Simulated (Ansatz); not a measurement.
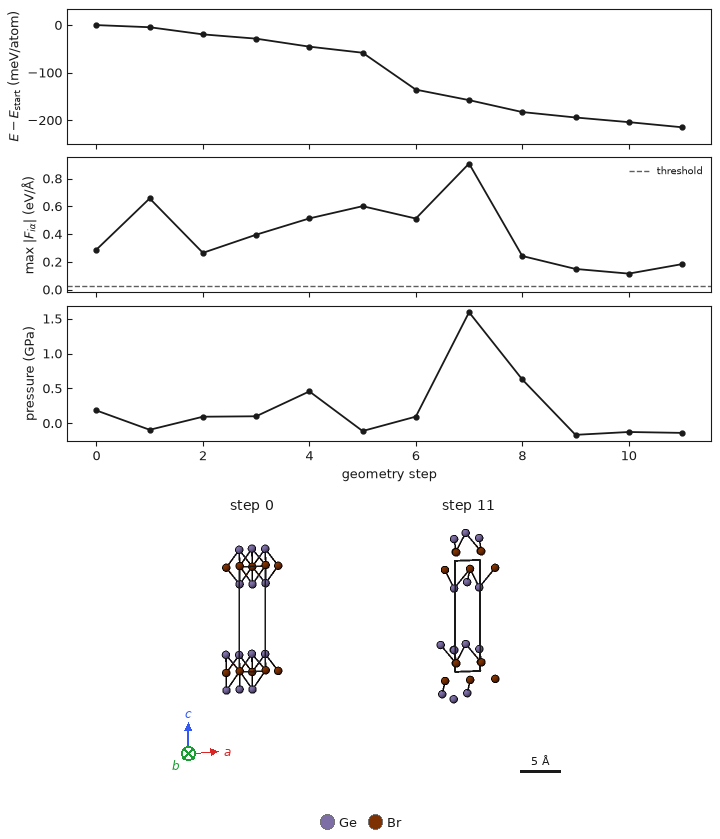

First and last geometry of a relaxation of solid Ge₂Br (a generated structure, set up in P1) (coarse preliminary run), with the history of the run. The picture is a ball-and-stick view of the cell of the calculation, seen along the b axis.

These are results of DFT PBE, scalar-relativistic, plane waves, PAW in Ansatz, not measurements. Settings: plane-wave cutoff 420 eV; k-point mesh 6 × 4 × 2; occupations gaussian; smearing width 0.2 eV; no spin polarisation; cell and atoms relaxed; force threshold 0.025 eV/Å; at most 60 steps.

> Read the history and describe the run.

The run was cut off at its time limit before the relaxation converged, so the last structure is only a point on the way. The atom that moves furthest relative to the cell is a Ge atom (1.31 Å along [−1 2 −2]). Largest moves by element: Ge 1.31 Å, Br 1.10 Å. The drawn cell changes as follows: a 3.288 → 3.174 Å (−3.5 %), b 5.722 → 6.144 Å (+7.4 %), c 13.296 → 14.034 Å (+5.5 %), α 90.2° → 89.5°, γ 88.5° → 89.8°; the volume changes by +9.4 %. Some distances before and after: Br–Ge 3.019 → 5.383 Å, Br–Ge 2.987 → 5.338 Å, Br–Ge 2.895 → 4.443 Å, Br–Ge 3.083 → 4.446 Å. Bonds break: Br–Ge (2.89 → 4.44 Å). Bond angles that change, for instance: Ge–Br–Ge 71.1° → 60.7°, Ge–Br–Ge 69.9° → 63.0°, Ge–Br–Ge 69.2° → 62.6°. The space group stays P1 (No. 1). After 11 geometry steps the energy has fallen by 215 meV per atom. The largest force component goes from 0.29 to 0.18 eV/Å. The pressure goes from 0.18 to −0.14 GPa. The run took 4.7 min on 1 thread of Arm Neoverse V2 (shared host), peak memory 0.52 GiB.
